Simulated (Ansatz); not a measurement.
C₂H₆AlFO

Input

```
crystal:
  periodic: [false, false, false]
  atoms:
    - { symbol: C, position_ang: [-1.1091, 1.2033, -0.5837] }
    - { symbol: Al, position_ang: [0.1499, -0.2406, -0.4128] }
    - { symbol: O, position_ang: [1.0391, -0.8372, -1.8953] }
    - { symbol: C, position_ang: [0.5473, -1.0541, 1.3662] }
    - { symbol: F, position_ang: [0.9301, -0.1082, 2.2311] }
    - { symbol: H, position_ang: [-1.605, 1.4854, 0.394] }
    - { symbol: H, position_ang: [-0.6134, 2.1537, -0.9748] }
    - { symbol: H, position_ang: [-1.9182, 0.967, -1.3113] }
    - { symbol: H, position_ang: [1.8944, -0.265, -1.863] }
    - { symbol: H, position_ang: [1.2355, -1.8658, 1.2975] }
    - { symbol: H, position_ang: [-0.4851, -1.4955, 1.7727] }
magnetization:
  spin_polarized: true
basis:
  gaussian: { orbitals: "6-31G" }
hamiltonian:
  xc: b3lyp
relax:
  f_tol: 0.02
  max_steps: 40
output:
  orbitals: {}
```

Launched as:

```sh
ansatz run input.yaml --threads 1 --pin off --max-ram 2048MiB --backend cpu --events-out ev --progress --plain --runs-dir out
```

The fields are those of the run's last geometry, not of the input's.

All numbers below come from UKS B3LYP/6-31G in Ansatz 0.2.0.

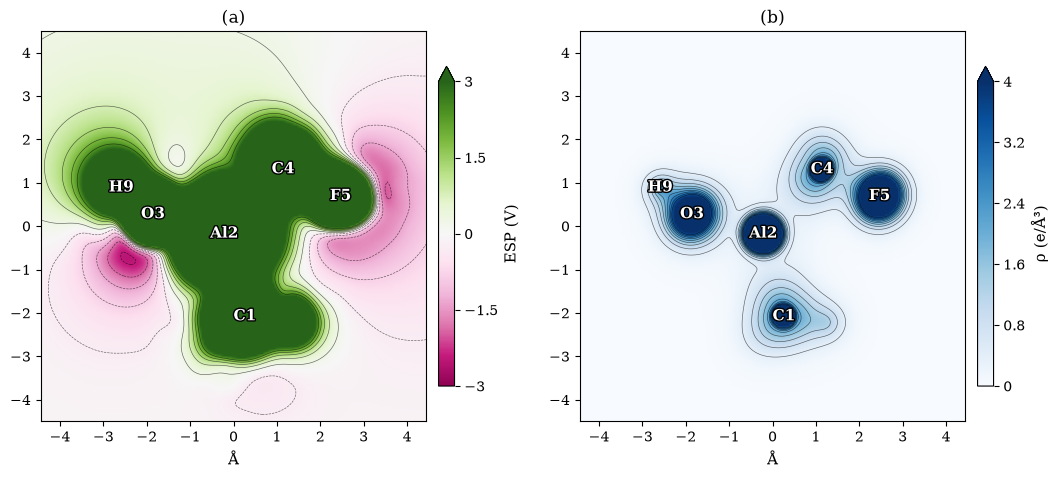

Figure 1. (a) molecular electrostatic potential; (b) total electron density on the plane of atoms Al2, O3 and H9.

Question: Interpret the plot.

Answer: The plane passes through C, Al, O, F and H nuclei.
C–F (1.47 Å): the density is about 1.5 e/Å³ at the midpoint, with its minimum of 1.2 e/Å³ about 0.6 Å from C.
Al–O (1.71 Å): ρ at the midpoint is about 0.67 e/Å³.
C–Al (1.96 Å): ρ at the midpoint is about 0.64 e/Å³.
O–H (0.96 Å): ρ at the midpoint is about 3.5 e/Å³.
C–Al (2.01 Å): the density is about 0.62 e/Å³ at the midpoint.
Outside the dense part of the molecule the potential is most negative (−2.5 V) near O3.

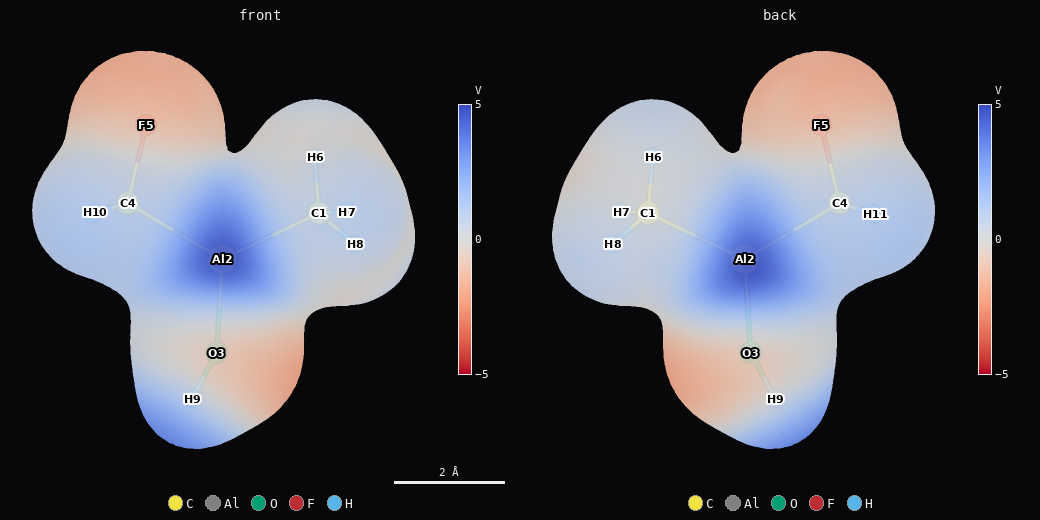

Figure 2. The electrostatic potential painted on the density surface at 0.004 e/bohr³, seen from the front and from behind; the colour scale runs from red (negative) to blue (positive).

Question: Describe the electrostatic potential map.

Answer: The most negative region (about −1.9 V) lies over O3, the most positive (about +4.5 V) over Al2. O3 is the likeliest acceptor of a hydrogen bond.

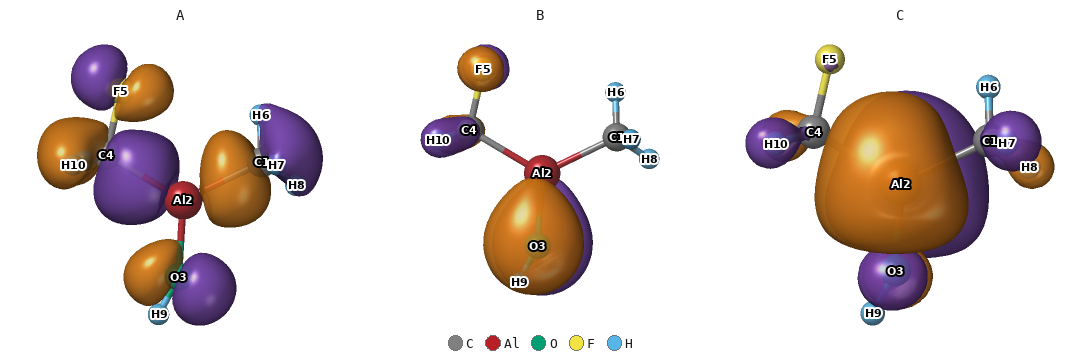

Figure 3. Three frontier orbitals at ±0.08 Å⁻³ᐟ² (orange and purple are the two phases), in no order.

Question: Order the three orbitals by energy and name them.

Answer: B is the HOMO−1 (−8.42 eV). It lies mainly on O3 (about 75 %); largely a lone pair of O3. A is the HOMO (−7.01 eV). Its weight (Hirshfeld) is mainly on C4 (about 25 %), F5 (about 20 %), O3 (about 15 %), C1 (about 15 %) and Al2 (about 10 %). C is the LUMO (−0.41 eV). By Hirshfeld shares it lies mainly on Al2 (about 65 %), O3 (about 10 %), C4 (about 5 %) and C1 (about 5 %).

Question: What is the HOMO–LUMO gap?

Answer: 6.60 eV between the orbital energies.
